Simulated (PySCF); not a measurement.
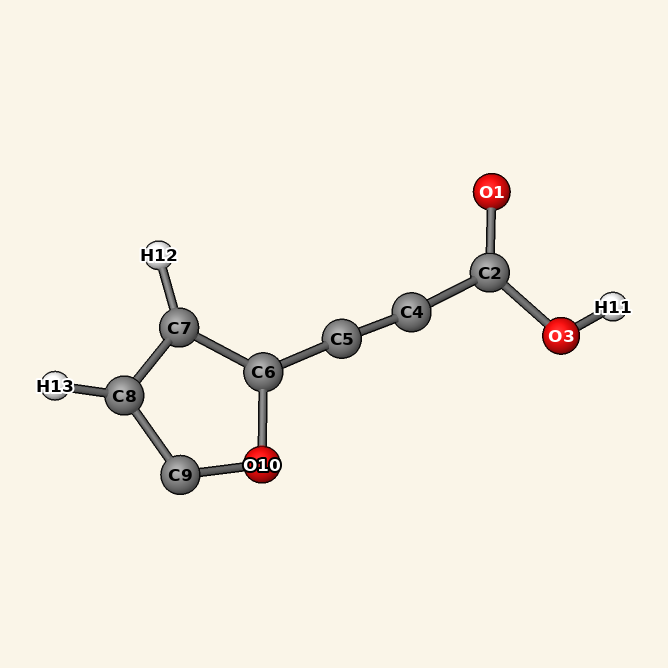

The questions are on Mulliken spin populations. State: neutral, doublet. The geometry was computed by an optimisation with GFN2-xTB. No frequency run is at hand to confirm it as a minimum. Properties computed with UKS B3LYP, pcH-1 on C H O, non-relativistic (PySCF 2.14.0).

**Which atom carries the largest spin population?**

C9 (0.99 e).

**Which atom has the lowest spin population?**

C8 (−0.05 e); a negative value comes from spin polarisation.

List the Mulliken spin populations.

```csv
atom,value (e)
O1,0.00
C2,0.00
O3,0.00
C4,0.00
C5,0.00
C6,0.01
C7,0.06
C8,−0.05
C9,0.99
O10,0.00
H11,0.00
H12,0.00
H13,0.00
```

Mulliken values depend strongly on the basis set.
